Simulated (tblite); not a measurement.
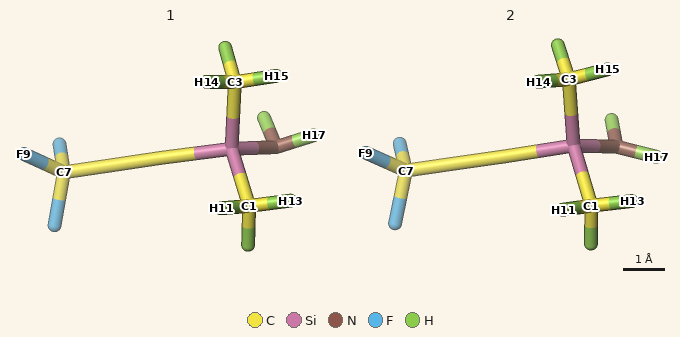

Two geometries of C5H8F3NSi, drawn at one scale. One is the start of a relaxation, the other its converged end. Style: stick. Shown at a tilt.

Theory: GFN2-xTB geometry optimisation, gas phase in tblite 0.8.0. 

> Which geometry has the lower energy?

Structure 2 is the relaxed one. After 60 geometry steps the energy has fallen by 24.6 kJ/mol. An H atom moves most after the best rigid fit: 0.59 Å. Largest moves by element: H 0.59 Å, C 0.18 Å, Si 0.09 Å, F 0.07 Å, N 0.05 Å. Among the contacts that change: C–Si 1.846 → 1.896 Å, C–Si 1.869 → 1.906 Å, H–N 1.031 → 1.006 Å, C–H 1.105 → 1.086 Å. Among the angles between lasting bonds that change: Si–N–H 110.1° → 120.6°, C–Si–N 109.0° → 117.5°, H–N–H 105.6° → 110.7°.
